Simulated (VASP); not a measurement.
Band structure of CrPd (space group Fd-3m). Level of theory: PBE GGA, VASP's PBE PAW potentials (set 64) (plane waves; VASP).

The moments were started parallel, and other spin orders were not tried in this run.

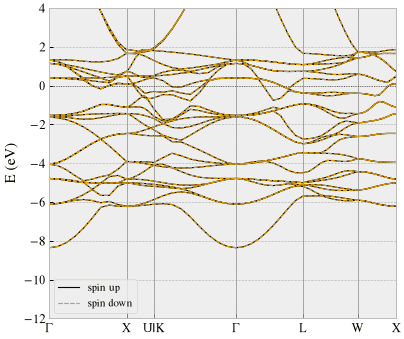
*Bands along high-symmetry lines, zero at the valence-band maximum or, without a gap, the Fermi level*

Question: Read the plot: is there a gap, and where are the band edges?

Answer: It has no gap at this level: it comes out as a metal or semimetal.

The structure was generated: CrPd was put into an ordered model structure, which need not be its known phase. The cell was not relaxed at this level. The k-mesh is coarse (spacing up to 0.31 per Å, 2π included), so the numbers may not be converged in it.
